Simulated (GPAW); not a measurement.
**Quasiparticle gap of GaN (P6_3mc) in GPAW**

Wanted: ground state, empty states, screening and self-energy for GaN (P6_3mc).

Main program and level: GPAW 26.7.0; PBE and many-body steps on it, plane waves.

The database entry behind the starting cell differs from later determinations by our own check (about 0.3 % short, ideal inner coordinate), so it need not match the best structure at ambient conditions.

## 1. Starting point

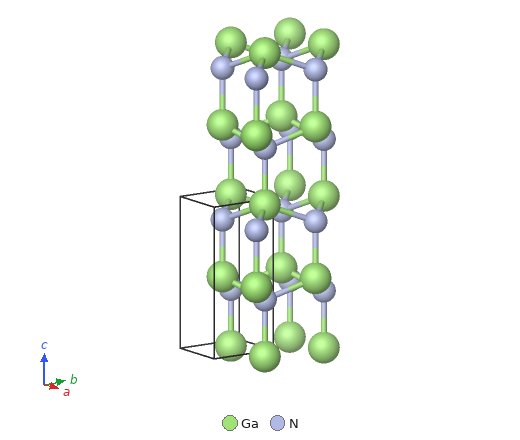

The starting structure, seen slightly off an axis (gallium green, nitrogen light blue). 2×2×2 cells are drawn. Some periodic images of atoms are drawn too.

The cell and positions come from the Crystallography Open Database and are kept as given unless a step says otherwise.

## 2. Ground state

This step: GPAW 26.7.0; DFT, PBE, plane waves, PAW.

The ground-state density comes first.

The input, run.py:

```python
import json
import numpy as np
from gpaw.mpi import world
from ase import Atoms
from gpaw import GPAW, PW, FermiDirac

atoms = Atoms(['Ga', 'Ga', 'N', 'N'],
    cell=[[3.1800000000, 0.0000000000, 0.0000000000],
      [-1.5900000000, 2.7539607840, 0.0000000000],
      [0.0000000000, 0.0000000000, 5.1660000000]],
    scaled_positions=[[0.3333333333, 0.6666666667, 0.0000000000],
      [0.6666666667, 0.3333333333, 0.5000000000],
      [0.3333333333, 0.6666666667, 0.3750000000],
      [0.6666666667, 0.3333333333, 0.8750000000]],
    pbc=(True, True, True))
calc = GPAW(mode=PW(600),
    xc='PBE',
    kpts={'size': (9, 9, 6), 'gamma': True},
    occupations=FermiDirac(0.001),
    nbands=-8,
    convergence={'density': 1e-6, 'bands': -3},
    maxiter=100,
    txt='gs.txt')
atoms.calc = calc
res = {'energy': atoms.get_potential_energy()}
kpts = calc.get_ibz_k_points()
res['kpts'] = kpts
res['eigenvalues'] = [calc.get_eigenvalues(kpt=k) for k in range(len(kpts))]
res['n_electrons'] = calc.get_number_of_electrons()
calc.write('gs.gpw')

if world.rank == 0:
    with open('result.json', 'w') as f:
        json.dump(res, f, default=lambda x: x.tolist())
```

Run with:

```bash
$ mpirun -n 8 gpaw python run.py
```

Numbers of over 12 decimals in the logs are rounded to 6 here.

The program printed:

```text
__  _  _
 | _ |_)|_||  |
 |__||  | ||/\| - 26.7.0

Input parameters:
  mode=PW(ecut=600.0),
  convergence={'density': 1e-06, 'bands': -3},
  kpts=MonkhorstPack(size=(9, 9, 6), gamma=True),
  maxiter=100,
  nbands=-8,
  occupations=Occupations(name='fermi-dirac', width=0.001, fixmagmom=False),
  xc=XC(name='PBE')
  [... matrices ...]
Diagonalizing LCAO Hamiltonian
Converting LCAO to pw mode

           N

           Ga
        N

        Ga

Atoms  # Å, Bohr magnetons
|   | symbol |         x |        y |        z |    initial magnetic moments |
| 0 |     Ga | -0.000000 | 1.835974 | 0.000000 | ( 0.0000,  0.0000,  0.0000) |
| 1 |     Ga |  1.590000 | 0.917987 | 2.583000 | ( 0.0000,  0.0000,  0.0000) |
| 2 |      N | -0.000000 | 1.835974 | 1.937250 | ( 0.0000,  0.0000,  0.0000) |
| 3 |      N |  1.590000 | 0.917987 | 4.520250 | ( 0.0000,  0.0000,  0.0000) |

Unit cell  # Å
| periodic |         x |        y |        z |  lengths |     angles |
|      yes |  3.180000 | 0.000000 | 0.000000 | 3.180000 |  90.000000 |
|      yes | -1.590000 | 2.753961 | 0.000000 | 3.180000 |  90.000000 |
|      yes |  0.000000 | 0.000000 | 5.166000 | 5.166000 | 120.000000 |

Number of symmetries: 6
Symmetry operations  # r_c * U_cc + t_c -> r_c
|   | kind |            matrix            |
| 0 |  σ   |  1, 1, 0,  0,-1, 0,  0, 0, 1 |
| 1 |  E   |  1, 0, 0,  0, 1, 0,  0, 0, 1 |
| 2 |  C3  |  0, 1, 0, -1,-1, 0,  0, 0, 1 |
| 3 |  σ   |  0,-1, 0, -1, 0, 0,  0, 0, 1 |
| 4 |  σ   | -1, 0, 0,  1, 1, 0,  0, 0, 1 |
| 5 |  C3  | -1,-1, 0,  1, 0, 0,  0, 0, 1 |

BZ-sampling:
  Number of BZ points: 486
  Number of IBZ points: 62

  Monkhorst-Pack size: [9, 9, 6]
  Monkhorst-Pack shift: [0.0, 0.0, 0.083333]

K-points  # in reciprocal-cell coordinates
|     |                                coordinates |     weight |
|   0 | (  0.00000000,   0.00000000,   0.00000000) | 0.00205761 |
|   1 | (  0.00000000,   0.00000000,   0.16666667) | 0.00411523 |
|   2 | (  0.00000000,   0.00000000,   0.33333333) | 0.00411523 |
|   3 | (  0.00000000,   0.00000000,   0.50000000) | 0.00205761 |
|   4 | (  0.11111111,   0.00000000,  -0.33333333) | 0.01234568 |
|   5 | (  0.11111111,   0.00000000,  -0.16666667) | 0.01234568 |
|   6 | (  0.11111111,   0.00000000,   0.00000000) | 0.01234568 |
|   7 | (  0.11111111,   0.00000000,   0.16666667) | 0.01234568 |
|   8 | (  0.11111111,   0.00000000,   0.33333333) | 0.01234568 |
|   9 | (  0.11111111,   0.00000000,   0.50000000) | 0.01234568 |
| ... |                                            |            |
|  61 | (  0.44444444,   0.44444444,   0.50000000) | 0.01234568 |

Plane wave coefficients: 1526
Cutoff: 600.0 eV

Spin-components: 1 (collinear spins)
Bands:           16
Projectors:      20
Spin-degeneracy: 2
Datatype:        complex128

  Storage: CPU
  Wave functions: 24_141_312 bytes (3_017_664 per core)
  Projectors: 34_703_136 bytes (4_337_892 per core)
  [... matrices ...]
Parallelization:
  kpt:    8
  domain: 1
  band:   1

Density:
  Valence electrons: 16.0
  Components: 1
  Grid points: [18 18 30]
  Charge: 0.0  # |e|

Potential:
  Grid points: [18 18 30]

species:
  Ga:
    name:    Gallium
    Z:       31.0
    valence: 3
    core:    28
    charge:  0.0  # [|e|]
    compensation charges:
      type: gauss
      rc: 0.37  # [Å]
      lmax: 2
    cutoffs:
      filter: 2.06  # [Å]
      core: 4.17  # [Å]
    projectors
    | kind |    occ | energy [eV] | rcut [Å] |
    |   4s |  2.000 |      -8.945 |    1.164 |
    |   4p |  1.000 |      -2.580 |    1.164 |
    |    s |        |      18.266 |    1.164 |
    |    p |        |      24.631 |    1.164 |
    |    d |        |       0.000 |    1.164 |

    Using partial waves for Ga as LCAO basis

  N:
    name:    Nitrogen
    Z:       7.0
    valence: 5
    core:    2
    charge:  0.0  # [|e|]
    compensation charges:
      type: gauss
      rc: 0.18  # [Å]
      lmax: 2
    cutoffs:
      filter: 1.11  # [Å]
      core: 0.96  # [Å]
    projectors
    | kind |    occ | energy [eV] | rcut [Å] |
    |   2s |  2.000 |     -18.583 |    0.603 |
    |   2p |  3.000 |      -7.089 |    0.529 |
    |    s |        |       8.629 |    0.603 |
    |    p |        |      20.123 |    0.529 |
    |    d |        |       0.000 |    0.577 |

    Using partial waves for N as LCAO basis

Reference energy: -108732.786066  # eV

eigensolver:
  PPCG
  Converge bands: -3
  niter=2

density mixing:
  MSR1-Mixer
  Pratt-step length: 0.05
  Maximum mixing coefficient: 0.75
  Old densities: 10
  SVD Regularization: 0.005
  Good broyden scale: 1.0
  Trust region scale: 1.0
  Backstep threshold: 4.0
  History deletion threshold: 6.0
  Fourier metric: weight=20.0, sigma=0.015

occupation numbers:
  Fermi-Dirac:
    width: 0.0010  # eV

poisson solver:
  ecut: 4800.0  # eV

xc functional:
  name: PBE with 2 nearest neighbor stencil

Initialization done in: 2.452 s

convergence criteria:
- Maximum integral of absolute [dens]ity change: 1e-06 electrons / valence electron
- Maximum [total energy] change in last 3 cyles: 0.0005 eV / valence electron
- Maximum integral of absolute [eigenst]ate change: 4e-08 eV^2 / valence electron
maximum number of iterations: 100

SCF iterations
|iter     |     time |      energy | eigst |  dens |
|iter:   1|  |  -27.389551 | +0.61 |       |
|iter:   2|  |  -26.433744 | -0.98 | -0.57 |
|iter:   3|  |  -23.820427 | -0.30 | -0.62 |
|iter:   4|  |  -23.818746 | -2.48 | -1.30 |
|iter:   5|  |  -23.819744c| -3.12 | -1.57 |
|iter:   6|  |  -23.819767c| -4.62 | -2.87 |
|iter:   7|  |  -23.819788c| -5.51 | -3.20 |
|iter:   8|  |  -23.819788c| -6.62 | -4.26 |
|iter:   9|  |  -23.819788c| -7.38 | -4.92 |
|iter:  10|  |  -23.819788c| -8.26c| -5.73 |
|iter:  11|  |  -23.819788c| -8.55c| -6.35c|

Converged in 11 steps
SCF loop duration: 3.999 s (0.364 s/step)
Energy contributions relative to reference atoms: (reference = -108732.786066)
  [... matrices ...]
Energy contributions:
  Kinetic:          69.479711
  Coulomb:         -60.272148
  Zero:              0.116770
  External:          0.000000
  Xc:              -33.144121
  Entropy:          -0.000000
  Spinorbit:         0.000000
  ----------------------------
  Free energy:     -23.819788
  Extrapolated:    -23.819788

dipole moment: (-0.000023, -0.000040, -11.585928)  # |e|*Ang

Fermi level: 6.591
Eigenvalues  # (at kpt = [0.000, 0.000, 0.000])
| band index |      eig [eV] | occ [0-2] |
|          0 |        -9.453 |     2.000 |
|          1 |        -7.073 |     2.000 |
|          2 |        -0.531 |     2.000 |
|          3 |         5.509 |     2.000 |
|          4 |         5.509 |     2.000 |
|          5 |         6.505 |     2.000 |
|          6 |         6.574 |     2.000 |
|          7 |         6.574 |     2.000 |
|          8 |         8.624 |     0.000 |
|          9 |        10.965 |     0.000 |
|         10 |        15.930 |     0.000 |
|         11 |        16.572 |     0.000 |
|         12 |        16.573 |     0.000 |
|         13 |        17.512 |     0.000 |
|         14 |        18.416 |     0.000 |
|         15 |        18.416 |     0.000 |

Gap: 2.050 eV
Transition (v -> c):
  (s=0, k=0, n=7, [0.00, 0.00, 0.00]) -> (s=0, k=0, n=8, [0.00, 0.00, 0.00])
No difference between direct/indirect transitions
# Writing to gs.gpw (mode='')
  [... matrices ...]
```

Run time: 9.2 s. Hardware: 8 MPI ranks of Intel Xeon Platinum 8488C (Sapphire Rapids), shared host; peak memory 1.3 GiB.

Numbers from this step:

```
total energy               : -23.82 eV
gap                        : 2.050 eV
k of the valence top       : 0, 0, 0
k of the conduction bottom : 0, 0, 0
least direct gap           : 2.050 eV
```

The gap is direct, at Γ.

## 3. Empty states on the mesh, 6×6×4 mesh, 153 bands

The sums over transitions need many empty states on a uniform mesh; this step solves for them.

The input, run.py:

```python
import json
import numpy as np
from gpaw.mpi import world
from gpaw import GPAW

calc = GPAW('gs.gpw').fixed_density(kpts={'size': (6, 6, 4), 'gamma': True},
    parallel={'domain': 1, 'band': 1},
    txt='nscf.txt')
calc.diagonalize_full_hamiltonian(nbands=153)
calc.write('full.gpw', mode='all')
res = {}
kpts = calc.get_ibz_k_points()
res['kpts'] = kpts
res['eigenvalues'] = [calc.get_eigenvalues(kpt=k) for k in range(len(kpts))]
res['n_electrons'] = calc.get_number_of_electrons()

if world.rank == 0:
    with open('result.json', 'w') as f:
        json.dump(res, f, default=lambda x: x.tolist())
```

Run with:

```bash
$ mpirun -n 8 gpaw python run.py
```

The program printed:

```text
Diagonalizing LCAO Hamiltonian
Converting LCAO to pw mode
convergence criteria:
- Maximum integral of absolute [eigenst]ate change: 4e-08 eV^2 / valence electron
maximum number of iterations: 100

SCF iterations
|iter     |     time |      energy | eigst |  dens |
|iter:   1|  |             | +0.74 |       |
|iter:   2|  |             | -0.92 |       |
|iter:   3|  |             | -2.01 |       |
[...]
|iter:   7|  |             | -6.37 |       |
|iter:   8|  |             | -7.24 |       |
|iter:   9|  |             | -8.07c|       |
SCF steps: 9
  __  _  _
 | _ |_)|_||  |
 |__||  | ||/\| - 26.7.0

Input parameters:
  mode=PW(ecut=600.0),
  convergence={'density': 1e-06, 'bands': -3},
  gpts=array([18, 18, 30]),
  kpts=MonkhorstPack(size=(6, 6, 4), gamma=True),
  maxiter=100,
  nbands=16,
  occupations=Occupations(name='fermi-dirac', width=0.001, fixmagmom=False),
  parallel={'domain': 1, 'band': 1},
  xc=XC(name='PBE')
Matrix size: 1521x1521
# Writing to full.gpw (mode='all')
  [... matrices ...]

timing:  # [seconds]
  Total: 12.578  # ━━━━━━━━━━━━━━━━━━━━━━━━━━━━━━━━━━━━━━━━━━━━━━━━━━━━━━━━━━
```

Wall time 18 s (8 MPI ranks); peak memory 2.8 GiB.

Numbers from this step:

```yaml
gap: 2.050 eV
k_of_the_valence_top: 0, 0, 0
k_of_the_conduction_bottom: 0, 0, 0
least_direct_gap: 2.050 eV
k_points_computed: 24
lowest_point_of_the_top_converged_band_above_the_valence_top: 112.8503 eV
```

On this mesh the gap is 2.050 eV.

## 4. Screening and self-energy, 6×6×4 mesh, 143 bands, screening to 125 eV

G0W0 replaces the xc potential by the self-energy, built once from these orbitals. Only a window of levels is corrected, while the sums run over the empty bands that the input names.

This step: G0W0 on PBE, plane waves, PAW.

The input, run.py:

```python
import json
import numpy as np
from gpaw.mpi import world
from gpaw.response.g0w0 import G0W0

gw = G0W0('full.gpw',
    filename='gw',
    kpts=[0],
    bands=(6, 10),
    ecut=125,
    nbands=143,
    integrate_gamma='WS',
    ppa=True)
gw.calculate()
res = {mode: {k: v for k, v in r.items() if k != 'sigma_eskwn'}
       for mode, r in gw.all_results.items()}

if world.rank == 0:
    with open('result.json', 'w') as f:
        json.dump(res, f, default=lambda x: x.tolist())
```

Run with:

```bash
$ mpirun -n 8 gpaw python run.py
```

The program printed:

```text
Using integrator: PointIntegrator
FrequencyGridDescriptor(from 0.000+0.000j to 0.000+27.211j eV, 2 points)
Nonperiodic BCs:  [False False False]
Using integrator: PointIntegrator
FrequencyGridDescriptor(from 0.000+0.000j to 0.000+27.211j eV, 2 points)
Nonperiodic BCs:  [False False False]
  ___  _ _ _
 |   || | | |
 | | || | | |
 |__ ||_____|
 |___|

BZ k-points: Symmetries present (total): 6

  [... matrices ...]
144 k-points: 6 x 6 x 4 Monkhorst-Pack grid + [1/12,1/12,1/8]
24 k-points in the irreducible part of the Brillouin zone
       k-points in crystal coordinates                weights
   0:     0.00000000    0.00000000    0.00000000          1/144
   1:     0.00000000    0.00000000    0.25000000          2/144
   2:     0.00000000    0.00000000    0.50000000          1/144
   3:     0.16666667    0.00000000   -0.25000000          6/144
   4:     0.16666667    0.00000000    0.00000000          6/144
   5:     0.16666667    0.00000000    0.25000000          6/144
   6:     0.16666667    0.00000000    0.50000000          6/144
   7:     0.33333333   -0.16666667    0.00000000          6/144
   8:     0.33333333   -0.16666667    0.25000000         12/144
   9:     0.33333333   -0.16666667    0.50000000          6/144
          ...
  23:     0.50000000    0.50000000    0.50000000          3/144

Distributing spins, k-points and bands (1 x 1 x 4) over 8 processes
Number of blocks: 1

Quasi particle states:
k-points (IBZ indices): [0]
Band range: (6, 10)
  [... matrices ...]
Computational parameters:
Plane wave cut-off: 125 eV
Number of bands: 143
Coulomb cutoff: None
Broadening: 0.1 eV

fxc modes: GW
Kernel: RPA
Using Godby-Needs plasmon-pole approximation:
  Fitting energy: i*E0, E0 = 1.000 Hartree
Summing all q:

Calculating screened Coulomb potential
No Coulomb truncation
FrequencyGridDescriptor(from 0.000+0.000j to 0.000+27.211j eV, 2 points)
Removing empty qpoint cache files...

Calculating chi0 body with:
    Ground state adapter containing:
    Number of spins: 1
    Number of kpoints: 144
    Number of irreducible kpoints: 24
    Number of completely occupied states: 8
    Number of partially occupied states: 8
    Occupied states memory: 1.1865234375 M / cpu

    Linear response parametrization:
    q_c: [1.3877787807814457e-17, 1.3877787807814457e-17, 0.0]
    Number of frequency points: 2
    Planewave cutoff: 125.0
    Number of bands: 143
    Number of planewaves: 135
    Broadening (eta): 1e-06
    comm.size: 8
    kncomm.size: 8
    blockcomm.size: 1

    Memory estimate of potentially large arrays:
        chi0_wGG: 0.556183 M / cpu
Integrating chi0 body.

Symmetries of q_c:
    Direct symmetries (Uq -> q): 6
    Indirect symmetries (TUq -> q): 6
In total 12 allowed symmetries.

  [... matrices ...]
24 groups of equivalent kpoints. 83.333333% reduction.

Integral kind: response function
Integrating chi0 head and wings.

Symmetries of q_c:
    Direct symmetries (Uq -> q): 6
    Indirect symmetries (TUq -> q): 6
In total 12 allowed symmetries.

  [... matrices ...]
24 groups of equivalent kpoints. 83.333333% reduction.

Integral kind: response function wings

Calculating chi0 body with:
    Ground state adapter containing:
    Number of spins: 1
    Number of kpoints: 144
    Number of irreducible kpoints: 24
    Number of completely occupied states: 8
    Number of partially occupied states: 8
[... the further q-points ...]

Results:
f:      Occupation numbers
eps:     KS-eigenvalues [eV]
vxc:     KS vxc [eV]
exx:     Exact exchange [eV]
sigma:   Self-energies [eV]
dsigma:  Self-energy derivatives
Z:       Renormalization factors
qp:      QP-energies [eV]

k-point 0 (0): (0.000, 0.000, 0.000)                GW
band       f     eps     vxc     exx   sigma  dsigma       Z      qp
                                                                   GW
   6   1.000   6.574 -19.044 -22.397   2.715  -0.275   0.785   6.073
   7   1.000   6.574 -19.044 -22.397   2.715  -0.275   0.785   6.073
   8   0.000   8.624 -15.767 -11.504  -3.126  -0.225   0.816   9.552
   9   0.000  10.965 -15.203 -10.099  -3.809  -0.212   0.825  12.033
```

Run time: 1.8 min. Hardware: 8 MPI ranks; peak memory 2.1 GiB; 14 min of CPU time.

Numbers from this step:

```yaml
g0w0_gap_on_the_points_computed: 3.479 eV
least_direct_g0w0_gap_on_the_computed_points: 3.479 eV
z_at_the_valence_top: 0.7846
z_at_the_conduction_bottom: 0.8165
starting_gap_on_the_mesh: 2.050 eV
k_of_the_valence_top: 0, 0, 0
k_of_the_conduction_bottom: 0, 0, 0
```

The gap on the mesh goes from 2.05 eV to 3.48 eV, a correction of +1.43 eV.

Limits: finite bands, cutoff and mesh; no spin-orbit coupling. v1 is the top filled band, c1 the lowest empty one. The levels before and after the correction (eV, zero at the valence-band top of each column):

```csv
,conduction bottom,valence top
Kohn-Sham,2.05,0.00
G0W0,3.48,0.00
```

```csv
,level,energy (eV)
Kohn-Sham,Γ v2-v1,0.000
Kohn-Sham,Γ c1,2.050
Kohn-Sham,Γ c2,4.391
G0W0,Γ v2-v1,0.000
G0W0,Γ c1,3.479
G0W0,Γ c2,5.960
```

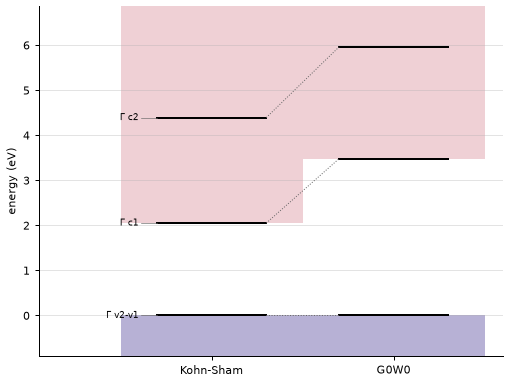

Levels before and after the correction. Shaded: valence and conduction bands.

## 5. Where the time went

Times are wall times on 8 MPI ranks of Intel Xeon Platinum 8488C (Sapphire Rapids), shared host, good to a factor of about two.

```csv
step,time,share,memory (GiB)
ground state,9.2 s,7 %,1.3
empty states on the mesh,18 s,14 %,2.8
screening and self-energy,1.8 min,80 %,2.1
```

## 6. Outcome

| Quantity | Value |
| --- | --- |
| PBE gap | 2.05 eV, direct |
| G0W0 gap on the mesh | 3.48 eV |
| GW settings | 6×6×4 mesh, 143 bands, screening to 125 eV, Godby-Needs plasmon pole |
| known limits | not at the basis limit; no spin-orbit coupling |

What this shows: G0W0 moves the gap on the mesh from 2.05 eV to 3.48 eV (+1.43 eV), with Z of 0.78 and 0.82 at the edges. Only 1 of the mesh's irreducible points was corrected, so a valley elsewhere could overtake. The dearest step here is «screening and self-energy». Bands and cutoff are finite, so the gap is not at the basis limit. The miss can reach some tenths of an eV and take either sign; the mesh is an error of its own. These stock PAW sets were not made for GW; the filled d or f shell of Ga lies in the frozen core, which bears on start and correction. In the G0W0 run levels were corrected at 1 k point alone, so a gap called «on the mesh» is the least over those, and an edge elsewhere would be missed. The many-body steps are scalar-relativistic: spin-orbit coupling is not in them.

[Paths, hosts, dates, memory and timing lines, banners, echoed tables and standing remarks are left out of the program output.]

[Logs are printed without paths, hosts, clocks, repeated set-up lines and the standing remarks that a program may print on its own settings, such as how far it seeks lower states.]

[Runs of the session that timed out or met a known fault of the program may be left out.]

[Hosts, paths, dates, database ids (printed as entryN), source tags and the programs' standing remarks are cut or masked in the printed files.]
